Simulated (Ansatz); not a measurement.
Response to strain in TiO2

The reference is TiO2 in the rutile structure (space group P4_2/mnm, No. 136; a = 4.644 Å, c = 2.964 Å).

Strains are applied to the cell and any free atomic positions relax.

Calculations: PBE (Ansatz, an electronic-structure program; PAW; 420 eV plane waves; no SOC), earlier PAW set.

Notes on the quantities. energy relative to the base: free energy F.

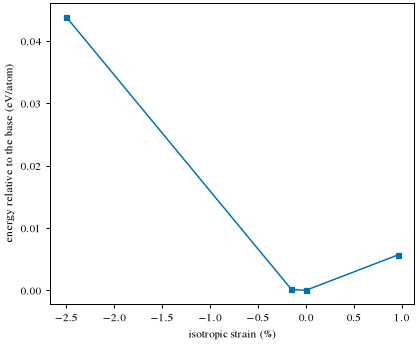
Fig. 1. Energy relative to the base against isotropic strain

Question: From the plot, what is the energy relative to the base for isotropic strain −2.50 %?

Answer: About 0.044 eV/atom.

Question: Is the trend monotonic over the range shown?

Answer: No, it turns within the range, spanning 0 meV/atom to +44 meV/atom.

Stability against distortions was not tested. All final runs are without spin polarisation.
